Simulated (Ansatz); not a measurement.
Take HgI2 (space group P6_3/mmc, No. 194; a = 4.1550 Å, c = 14.3911 Å; a hypothetical phase, not in the database extracts checked) as the base.

The change: 1.08 electrons added to each cell, a density of 5.0×10^21 cm⁻³, with a uniform compensating background at fixed cell and a 300 K Fermi–Dirac width.

Method: DFT with r2SCAN+rVV10, PAW potentials and a 500 eV plane-wave cutoff in Ansatz (a quantum-chemistry and plane-wave program), spin-orbit coupling left out, earlier PAW set.

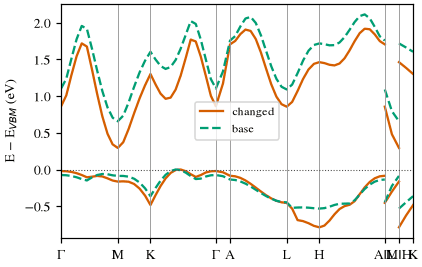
*Highest valence and lowest conduction band along the path, each from its own valence-band maximum*

The gap is 0.29 eV, indirect, K–Γ (46 % along) → M; the base has 0.66 eV.

Carriers are added with a uniform compensating background; total energy and stress of such cells depend on the potential's zero and are not compared; many-body gap narrowing is missing at this level. With Hg and I present, leaving out spin-orbit coupling can change the band edges. Whether these cells are dynamically stable was not tested.
